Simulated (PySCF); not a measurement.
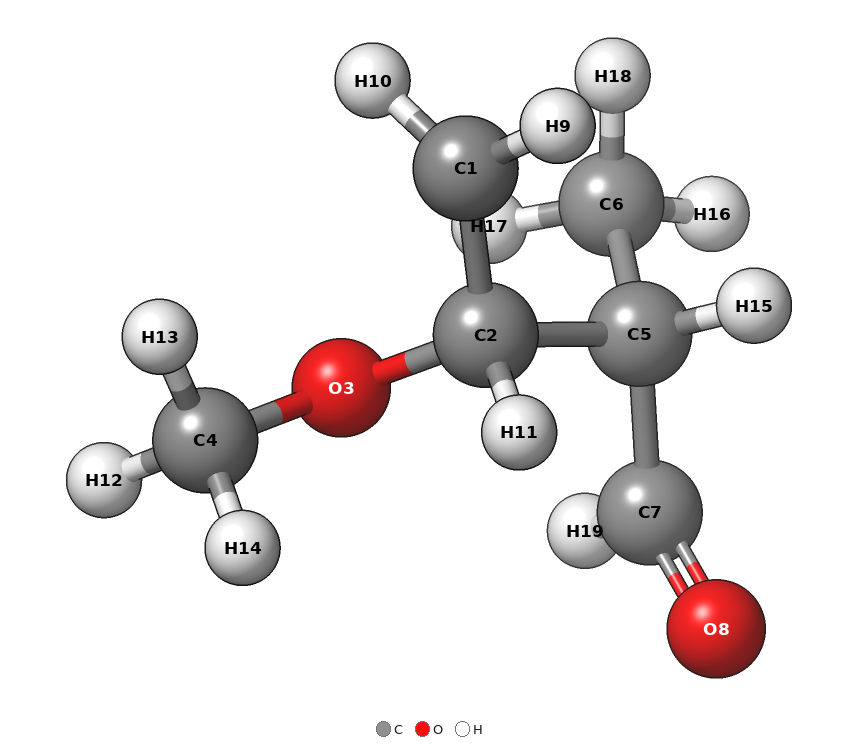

State: neutral, doublet. The computed structure is the end point of a GFN2-xTB optimisation. No frequency run is at hand to confirm it as a minimum. Computed with UKS B3LYP, pcH-1 on C H O, non-relativistic (PySCF 2.14.0). Fermi-contact and spin-dipolar terms alone, no spin-orbit part.

Which nucleus has the largest dipolar (anisotropic) hyperfine coupling?

13C at C1: principal values −79.8, −79.2, 159.0 MHz.

List the isotropic and dipolar parts for the most strongly coupled nuclei, one of each equivalent set.

| atom | isotope | a_iso (MHz) | dipolar part (MHz) |
| --- | --- | --- | --- |
| C1 | 13C | 91.9 | −79.8, −79.2, 159.0 |
| H9 | 1H | −61.3 | −38.3, −0.5, 38.8 |
| H10 | 1H | −60.0 | −38.7, −0.1, 38.7 |
| C5 | 13C | 60.9 | −7.1, −6.8, 13.9 |
| H11 | 1H | 72.2 | −5.5, −4.3, 9.8 |
| H18 | 1H | 0.4 | −5.3, −2.8, 8.0 |
| O8 | 17O | −1.3 | −7.7, 2.6, 5.1 |
| H15 | 1H | −2.2 | −5.4, −2.2, 7.6 |
